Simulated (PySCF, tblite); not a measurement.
# C5H12ClSi radical: geometry, infrared bands and EPR parameters

Wanted: the infrared bands and EPR parameters of C5H12ClSi radical (`C[SiH2][C](C)CCCl`), by calculation.

Programs: tblite 0.8.0 and PySCF 2.14.0, with density-fitted response routines of our own. Each step states its level of theory. These are calculated values for one molecule in the gas phase, unless marked as measured. Atoms count from 0, in the outputs and in this text.

### Step 1. The starting structure

19 atoms, charge 0, multiplicity 2; geometry from: force field or distance geometry start.

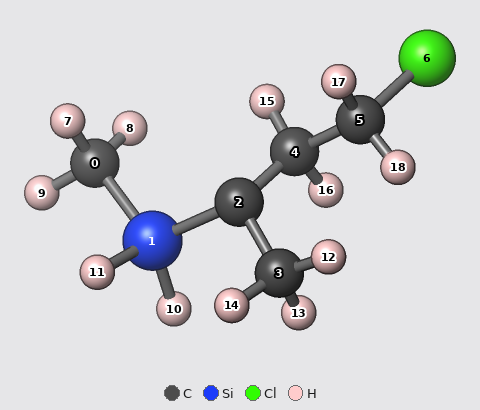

As it starts; carbon dark grey, silicon blue, chlorine green, hydrogen pink, atoms numbered; sticks join atoms by distance.

### Step 2. Relaxing the molecule with GFN2-xTB

What the job is given:

```
{"job": {"kind": "relax", "xc": "GFN2-xTB", "basis": "xTB"}, "charge": 0, "multiplicity": 2}
C     -2.223600     1.645000     0.561600
Si    -1.726200    -0.075900     0.104600
C      0.055600    -0.476200     0.479500
C      0.281300    -1.884300     0.009000
C      1.053900     0.460100    -0.063600
C      2.460600     0.099600     0.345500
Cl     3.655600     1.264700    -0.343200
H     -2.143200     1.796300     1.673900
H     -1.634300     2.434500     0.055200
H     -3.337400     1.756800     0.346700
H     -2.102700    -0.480500    -1.251500
H     -2.512300    -0.960900     1.028200
H      1.277600    -2.257200     0.257900
H      0.082300    -1.927300    -1.080100
H     -0.513600    -2.505400     0.518700
H      0.874900     1.537300     0.159400
H      1.055300     0.351300    -1.188100
H      2.617500     0.121400     1.449400
H      2.768800    -0.889800    -0.040200
```

The run is started by

```
$ OMP_NUM_THREADS=1 python probes_run.py task.json out
```

The driver reads the jobs from task.json and runs them one after another.

What it wrote:

```text
step      E/eV     max force
  0    -625.97792    1.967
  1    -626.19729    1.075
  2    -626.27833    0.732
  3    -626.31533    0.449
  4    -626.35668    0.451
  5    -626.38317    0.475
  6    -626.41876    0.482
  7    -626.45105    0.476
  8    -626.48061    0.342
  9    -626.50085    0.317
 10    -626.51583    0.242
 11    -626.52845    0.303
 12    -626.54040    0.311
 13    -626.55082    0.243
 14    -626.55882    0.168
 15    -626.56477    0.206
 16    -626.57022    0.214
 17    -626.57531    0.193
 18    -626.57993    0.178
 19    -626.58426    0.149
 20    -626.58806    0.133
 21    -626.59144    0.128
 22    -626.59463    0.126
 23    -626.59748    0.107
 24    -626.60008    0.109
 25    -626.60264    0.128
 26    -626.60534    0.111
 27    -626.60839    0.134
 28    -626.61176    0.134
 29    -626.61550    0.144
 30    -626.61995    0.168
 31    -626.62503    0.181
 32    -626.62994    0.170
 33    -626.63427    0.141
 34    -626.63818    0.143
 35    -626.64207    0.166
 36    -626.64598    0.141
 37    -626.64900    0.125
 38    -626.65092    0.133
 39    -626.65248    0.117
 40    -626.65435    0.124
 41    -626.65658    0.133
 42    -626.65850    0.158
 43    -626.66032    0.068
 44    -626.66164    0.067
 45    -626.66294    0.075
 46    -626.66403    0.070
 47    -626.66529    0.069
 48    -626.66641    0.072
 49    -626.66777    0.092
 50    -626.66947    0.134
 51    -626.67146    0.133
 52    -626.67327    0.085
 53    -626.67447    0.067
 54    -626.67507    0.069
 55    -626.67561    0.066
 56    -626.67609    0.043
 57    -626.67658    0.038
 58    -626.67697    0.035
 59    -626.67730    0.044
 60    -626.67765    0.046
 61    -626.67811    0.048
 62    -626.67863    0.044
 63    -626.67910    0.046
 64    -626.67948    0.044
 65    -626.67986    0.041
 66    -626.68040    0.048
 67    -626.68111    0.055
 68    -626.68185    0.067
 69    -626.68251    0.064
 70    -626.68320    0.060
 71    -626.68375    0.136
 72    -626.68469    0.067
 73    -626.68552    0.054
 74    -626.68629    0.047
 75    -626.68692    0.056
 76    -626.68787    0.061
 77    -626.68856    0.051
 78    -626.68906    0.051
 79    -626.68952    0.053
 80    -626.68999    0.051
 81    -626.69054    0.053
 82    -626.69109    0.045
 83    -626.69163    0.047
 84    -626.69199    0.045
 85    -626.69249    0.039
 86    -626.69293    0.038
 87    -626.69331    0.036
 88    -626.69356    0.030
 89    -626.69371    0.022
 90    -626.69380    0.027
 91    -626.69389    0.024
 92    -626.69400    0.021
 93    -626.69414    0.022
 94    -626.69423    0.026
 95    -626.69440    0.031
 96    -626.69461    0.036
 97    -626.69492    0.047
 98    -626.69527    0.048
 99    -626.69563    0.056
100    -626.69597    0.055
101    -626.69635    0.049
102    -626.69678    0.048
103    -626.69727    0.052
104    -626.69778    0.057
105    -626.69831    0.061
106    -626.69893    0.074
107    -626.69974    0.095
108    -626.70095    0.085
109    -626.70216    0.062
110    -626.70283    0.063
111    -626.70359    0.065
112    -626.70448    0.086
113    -626.70543    0.077
114    -626.70556    0.133
115    -626.70685    0.070
116    -626.70748    0.053
117    -626.70856    0.060
118    -626.70992    0.070
119    -626.71183    0.078
120    -626.71143    0.233
121    -626.71486    0.104
122    -626.71609    0.088
123    -626.71578    0.260
124    -626.71907    0.055
125    -626.72013    0.057
126    -626.72205    0.095
127    -626.72280    0.078
128    -626.72330    0.105
129    -626.72409    0.084
130    -626.72529    0.078
131    -626.72603    0.067
132    -626.72702    0.070
133    -626.72885    0.065
134    -626.72936    0.053
135    -626.72999    0.042
136    -626.73044    0.050
137    -626.73081    0.040
138    -626.73116    0.046
139    -626.73154    0.045
140    -626.73191    0.043
141    -626.73219    0.038
142    -626.73238    0.026
143    -626.73254    0.021
144    -626.73266    0.021
145    -626.73274    0.017
146    -626.73278    0.015
147    -626.73282    0.017
148    -626.73289    0.021
149    -626.73296    0.024
150    -626.73303    0.018
151    -626.73310    0.017
152    -626.73316    0.015
153    -626.73321    0.014
154    -626.73325    0.014
155    -626.73329    0.013
156    -626.73333    0.015
157    -626.73337    0.013
158    -626.73340    0.012
159    -626.73342    0.013
160    -626.73345    0.014
161    -626.73349    0.018
162    -626.73354    0.018
163    -626.73361    0.018
164    -626.73368    0.015
165    -626.73374    0.015
166    -626.73380    0.019
167    -626.73384    0.017
168    -626.73389    0.014
169    -626.73393    0.017
170    -626.73398    0.021
171    -626.73407    0.024
172    -626.73421    0.028
173    -626.73441    0.034
174    -626.73467    0.035
175    -626.73499    0.046
176    -626.73538    0.047
177    -626.73577    0.054
178    -626.73601    0.042
179    -626.73609    0.091
180    -626.73648    0.040
181    -626.73663    0.030
182    -626.73697    0.023
183    -626.73716    0.097
184    -626.73744    0.031
185    -626.73759    0.021
186    -626.73786    0.050
187    -626.73800    0.021
188    -626.73814    0.028
189    -626.73838    0.034
190    -626.73854    0.039
191    -626.73876    0.038
192    -626.73899    0.055
193    -626.73925    0.079
194    -626.73956    0.083
195    -626.74001    0.048
196    -626.74054    0.032
197    -626.74085    0.029
198    -626.74108    0.036
199    -626.73945    0.200
200    -626.74124    0.021
201    -626.74133    0.020
202    -626.74146    0.065
203    -626.74162    0.017
204    -626.74168    0.017
205    -626.74189    0.021
206    -626.74201    0.021
207    -626.74220    0.025
208    -626.74234    0.028
209    -626.74249    0.039
210    -626.74266    0.034
211    -626.74293    0.031
212    -626.74315    0.032
213    -626.74341    0.033
214    -626.74371    0.030
215    -626.74400    0.027
216    -626.74418    0.030
217    -626.74428    0.024
218    -626.74435    0.020
219    -626.74440    0.012
220    -626.74444    0.011
221    -626.74448    0.014
222    -626.74452    0.015
223    -626.74455    0.011
224    -626.74457    0.008
```

It took 2.1 s on 1 thread of AMD EPYC 7B13, shared host.

Along the way: (not every step is listed)

| step | energy from step 0 (eV) | largest force (eV/Å) |
| --- | --- | --- |
| 0 | 0.0000 | 1.9674 |
| 1 | -0.2194 | 1.0755 |
| 2 | -0.3004 | 0.7320 |
| 3 | -0.3374 | 0.4488 |
| 4 | -0.3788 | 0.4509 |
| 5 | -0.4052 | 0.4747 |
| 6 | -0.4408 | 0.4819 |
| 7 | -0.4731 | 0.4763 |
| 8 | -0.5027 | 0.3424 |
| 29 | -0.6376 | 0.1443 |
| 50 | -0.6916 | 0.1337 |
| 71 | -0.7058 | 0.1365 |
| 92 | -0.7161 | 0.0215 |
| 113 | -0.7275 | 0.0769 |
| 134 | -0.7514 | 0.0533 |
| 155 | -0.7554 | 0.0127 |
| 176 | -0.7575 | 0.0468 |
| 197 | -0.7629 | 0.0294 |
| 218 | -0.7664 | 0.0197 |
| 219 | -0.7665 | 0.0124 |
| 220 | -0.7665 | 0.0114 |
| 221 | -0.7666 | 0.0136 |
| 222 | -0.7666 | 0.0146 |
| 223 | -0.7666 | 0.0108 |
| 224 | -0.7666 | 0.0082 |

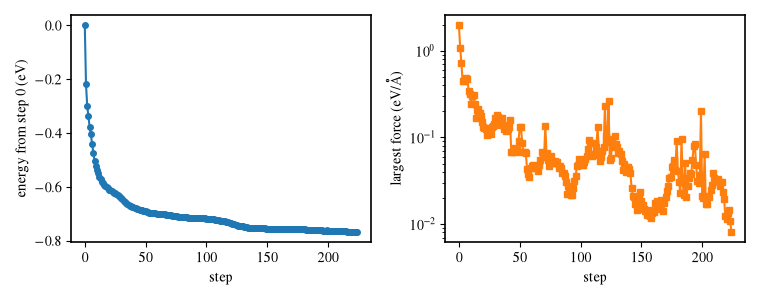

Energy and largest force along the relaxation.

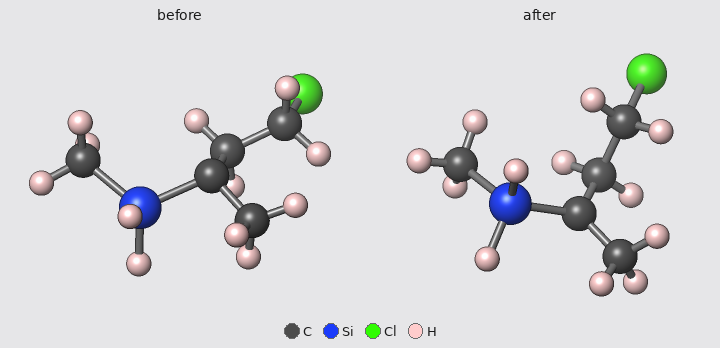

The geometry before (left) and after (right).

Distances of close pairs at the start and the end, largest changes first:

| bond | before (Å) | after (Å) | change (Å) |
| --- | --- | --- | --- |
| C0–H9 | 1.140 | 1.085 | -0.054 |
| C0–Si1 | 1.849 | 1.897 | +0.048 |
| C3–H14 | 1.130 | 1.086 | -0.044 |
| C0–H7 | 1.125 | 1.086 | -0.039 |
| C4–H16 | 1.130 | 1.093 | -0.036 |
| C5–H17 | 1.115 | 1.089 | -0.026 |
| Si1–H11 | 1.501 | 1.478 | -0.024 |
| C4–H15 | 1.115 | 1.092 | -0.023 |

The final coordinates are the input of the step that follows.

### Step 3. Infrared spectrum with GFN2-xTB

What the job is given:

```
{"job": {"kind": "ir", "xc": "GFN2-xTB", "basis": "xTB"}, "charge": 0, "multiplicity": 2}
C     -1.843082     1.720715     0.468243
Si    -1.610824    -0.158411     0.586096
C     -0.038661    -0.652888    -0.272054
C      0.205053    -2.057164    -0.686084
C      1.102026     0.293407    -0.435630
C      1.921067     0.348331     0.857071
Cl     3.275097     1.503379     0.709065
H     -1.062185     2.257004     0.999129
H     -1.839618     2.062674    -0.562565
H     -2.791793     2.014719     0.905924
H     -2.738247    -0.851801    -0.053575
H     -1.599592    -0.531274     2.015940
H      0.997174    -2.509304    -0.081595
H      0.543136    -2.106314    -1.724315
H     -0.690349    -2.662871    -0.580406
H      0.738418     1.300588    -0.648811
H      1.757743    -0.020570    -1.252180
H      1.305541     0.681312     1.692074
H      2.359292    -0.622280     1.086541
```

What it wrote:

```text
mode    cm-1     km/mol
  1      36.0      0.47
  2      44.5      0.69
  3      60.6      1.64
  4      79.8      2.25
  5     129.1      0.27
  6     145.5      0.17
  7     159.1      0.48
  8     224.1      2.77
  9     311.5      5.66
 10     348.3      1.88
 11     368.9      0.44
 12     469.5     69.94
 13     566.3     14.96
 14     643.7     17.52
 15     684.2    147.23
 16     721.9      2.78
 17     765.1     72.94
 18     789.7     26.60
 19     797.3    175.06
 20     828.1     81.33
 21     843.8    252.10
 22     958.5      1.56
 23     981.0      1.15
 24     990.2     16.73
 25    1015.1      3.97
 26    1096.0      1.83
 27    1217.0     21.33
 28    1220.3      0.88
 29    1233.3      2.14
 30    1279.4      2.99
 31    1288.6     24.99
 32    1376.4      5.96
 33    1391.0      9.58
 34    1437.4      0.68
 35    1468.8      1.74
 36    1469.3      3.76
 37    1482.8      3.29
 38    1497.3      0.63
 39    1501.4      0.12
 40    2122.2    330.90
 41    2197.3    316.34
 42    2923.3     20.98
 43    2956.2      5.54
 44    2960.7     42.96
 45    2973.1     10.48
 46    2986.6     14.58
 47    2987.9     10.91
 48    3038.7     35.49
 49    3039.2     30.85
 50    3049.4     38.86
 51    3050.1     12.97
```

Run time: 0.89 s. Hardware: 1 thread of AMD EPYC 7B13, shared host.

Which atoms move in the most intense modes:

| cm⁻¹ | km/mol | atoms |
| --- | --- | --- |
| 470 | 69.9 | H10 30 %, H11 27 %, C2 14 %, Si1 13 % |
| 684 | 147.2 | H10 38 %, H11 37 %, H9 11 % |
| 765 | 72.9 | C0 36 %, Si1 30 % |
| 797 | 175.1 | H10 35 %, H11 33 %, Si1 11 % |
| 828 | 81.3 | H7 38 %, H8 30 %, C0 17 % |
| 844 | 252.1 | H9 33 %, H8 15 %, C0 13 %, H10 10 % |
| 2122 | 330.9 | H11 94 % |
| 2197 | 316.3 | H10 94 % |

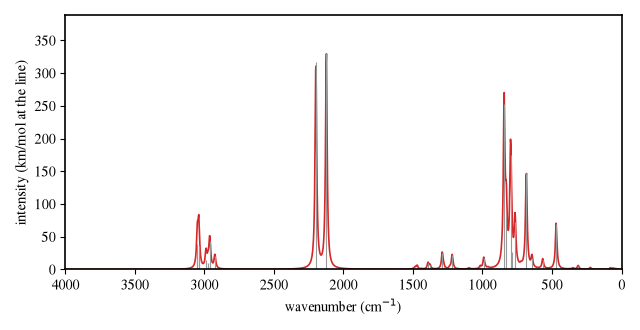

The infrared spectrum from these modes, unscaled. Lines are broadened to a width of 14 cm⁻¹ (Lorentzian).

### Step 4. g tensor and hyperfine couplings: B3LYP/pcH-1

Settings changed since step 3:

```diff
@@ -1,2 +1,2 @@
-{"job": {"kind": "ir", "xc": "GFN2-xTB", "basis": "xTB"}, "charge": 0, "multiplicity": 2}
+{"job": {"kind": "epr", "basis": "pcH-1"}, "charge": 0, "multiplicity": 2}
 C     -1.843082     1.720715     0.468243
```

Method: UKS B3LYP, pcH-1 on C Cl H Si, non-relativistic, mean-field spin-orbit, GIAO.

What it wrote:

```text
UKS, coarse grid
  cycle   1  E = -947.38234972  |g| = 3.77e-01
  cycle   2  E = -947.36447804  |g| = 4.09e-01
  cycle   3  E = -947.44907959  |g| = 4.70e-02
  cycle   4  E = -947.45004904  |g| = 2.19e-02
  cycle   5  E = -947.45027384  |g| = 5.64e-03
  cycle   6  E = -947.45029092  |g| = 2.47e-03
  cycle   7  E = -947.45029372  |g| = 7.80e-04
UKS, final grid
  cycle   1  E = -947.45030207  |g| = 8.78e-04
  cycle   2  E = -947.45030177  |g| = 1.19e-03
  cycle   3  E = -947.45030246  |g| = 8.88e-05
  cycle   4  E = -947.45030247  |g| = 4.14e-05
  cycle   5  E = -947.45030247  |g| = 1.67e-05
E = -947.45030247 Eh   <S^2> = 0.7538 (exact 0.7500)
g shifts (ppm)      1          2          3
  rmc          -137       -137       -137
  gc             -2         29         32
  oz_so         233        572       1117
  total          93        464       1012
hyperfine (MHz)  atom isotope    a_iso     a_fc   dipolar eigenvalues
    0   13C       3.11       3.11     -0.88     -0.65      1.53
    1  29Si      45.50      45.57     -2.12     -0.67      2.80
    2   13C      86.98      87.10    -73.85    -72.94    146.79
    3   13C     -30.37     -30.38     -2.51      0.45      2.06
    4   13C     -27.00     -27.01     -1.98      0.05      1.93
    5   13C     100.62     100.61     -4.03     -3.88      7.91
    6  35Cl       1.71       1.60     -3.72     -3.06      6.78
    7    1H       0.07       0.07     -1.74     -1.52      3.25
    8    1H      -0.77      -0.77     -2.11     -1.81      3.92
    9    1H      -1.34      -1.34     -1.14     -1.11      2.25
   10    1H      27.44      27.44     -3.18     -2.42      5.60
   11    1H      76.76      76.76     -3.30     -1.43      4.74
   12    1H     123.54     123.54     -5.09     -3.01      8.11
   13    1H      90.03      90.03     -4.69     -3.99      8.68
   14    1H       3.58       3.58     -4.56     -3.64      8.20
   15    1H      42.85      42.85     -4.55     -4.27      8.81
   16    1H      20.47      20.47     -4.18     -3.92      8.10
   17    1H      -2.82      -2.82     -4.92     -1.66      6.58
   18    1H      -3.44      -3.44     -4.26     -1.94      6.21
```

Wall time 98 s (1 thread of AMD EPYC 7B13, shared host); peak memory 1 GiB.

Principal g values 2.00241, 2.00278, 2.00333; g(iso) = 2.00284, against 2.00232 for a free electron.

Mean a(iso) over the nuclei that a row names, and the largest dipolar term of the row (other rows stand at the frozen geometry):

| nuclei | isotope | a(iso) (MHz) | a(iso) (G, at g = 2.0023) | largest dipolar term (MHz) |
| --- | --- | --- | --- | --- |
| C5 | 13C | 100.6 | 35.9 | 7.9 |
| C2 | 13C | 87.0 | 31.0 | 146.8 |
| H12, H13, H14 | 1H | 72.4 | 25.8 | 8.7 |
| H10, H11 | 1H | 52.1 | 18.6 | 5.6 |
| Si1 | 29Si | 45.5 | 16.2 | 2.8 |
| H15, H16 | 1H | 31.7 | 11.3 | 8.8 |
| C3 | 13C | -30.4 | -10.8 | -2.5 |
| C4 | 13C | -27.0 | -9.6 | -2.0 |
| H17, H18 | 1H | -3.1 | -1.1 | 6.6 |
| C0 | 13C | 3.1 | 1.1 | 1.5 |
| Cl6 | 35Cl | 1.7 | 0.6 | 6.8 |
| H7, H8, H9 | 1H | -0.7 | -0.2 | 3.9 |

Mulliken spin populations:

C0 0.00; Si1 -0.03; C2 0.96; C3 -0.08; C4 -0.08; C5 0.04; Cl6 0.02; H7 0.00; H8 0.00; H9 0.00; H10 0.02; H11 0.04; H12 0.05; H13 0.04; H14 0.00; H15 0.02; H16 0.01; H17 0.00; H18 0.00

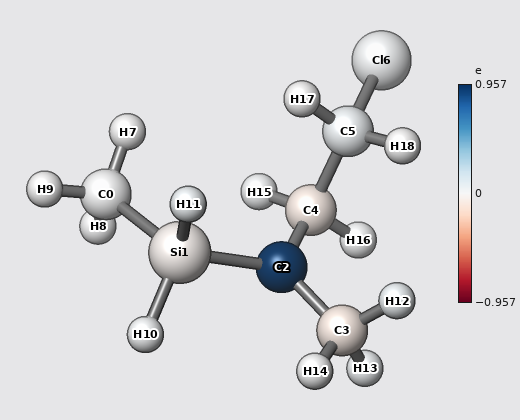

Mulliken spin populations, as colours on the atoms.

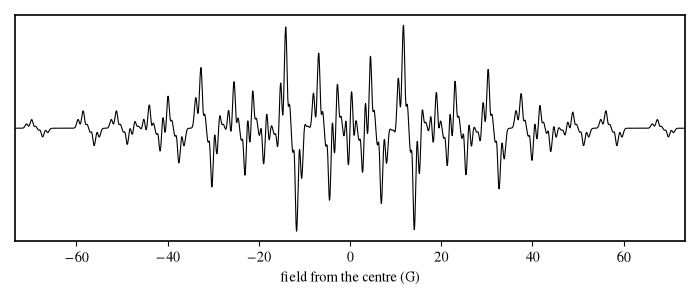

First-order isotropic spectrum (first derivative, main isotopes with spin only, couplings over 0.8 MHz, Gaussian width 0.4 G; couplings of the frozen geometry, rotation of groups not averaged beyond the rows shown).

The fields below are evaluated on a grid from the run's orbitals.

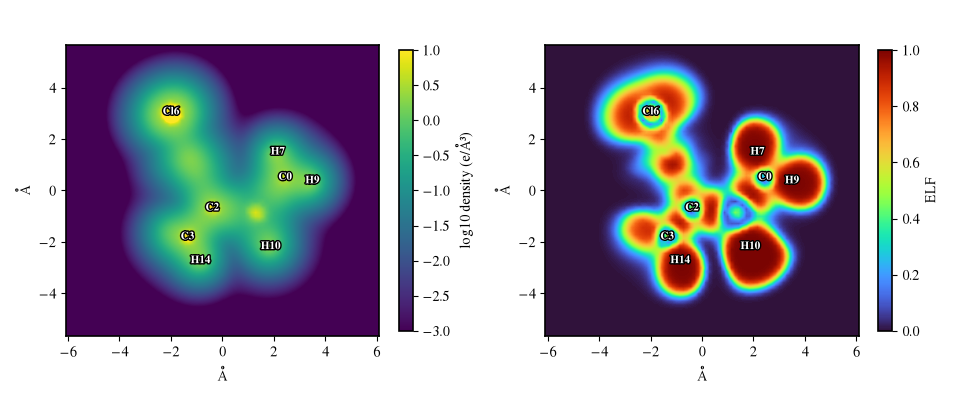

Density (left) and ELF (right) in a plane through or near 8 of the atoms.

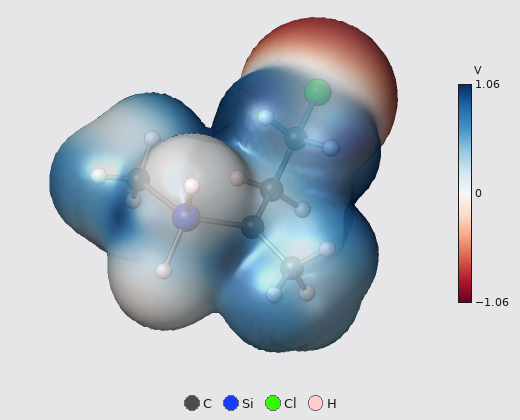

The potential that a unit positive charge feels on the 0.002 e/bohr³ surface, from -0.72 V near Cl6 to 1.06 V near H17.

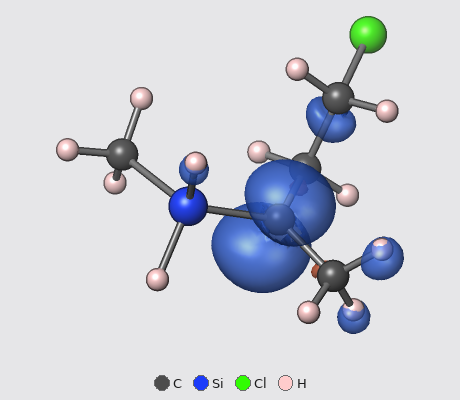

Spin density at ±0.04 e/Å³ (alpha excess blue, beta excess red).

### Step 5. Outcome

| quantity | value |
| --- | --- |
| strongest single infrared mode (GFN2-xTB) | 2122 cm⁻¹, 331 km/mol |
| zero-point energy (GFN2-xTB) | 94.6 kcal/mol |
| g(iso) (B3LYP) | 2.00284 |
| ⟨S²⟩ | 0.754 (exact 0.75) |
| largest a(iso) (averaged by class) | 13C on C5, 100.6 MHz |
| potential on the surface of density 0.002 e/bohr³, 1st and 99th percentile | -0.72 V and 1.06 V |

Relaxing lowered the energy by 0.767 eV in 224 steps; the close pair that moved most is C0–H9, from 1.140 to 1.085 Å. No mode is imaginary among the 51: a minimum at this level. The strongest single mode, at 2122 cm⁻¹, moves mainly H11. Unscaled tight-binding wavenumbers are off by several per cent, some by more. Its intensities can rank the bands wrongly. Most of the unpaired spin sits on C2 (0.96 e). The isotropic g lies 0.5 ppt above the free-electron value. These values are for one conformer; the search (at its own cheap level) found 2 more, at 0.62, 0.65 kcal/mol, and measured spectra average over such forms.
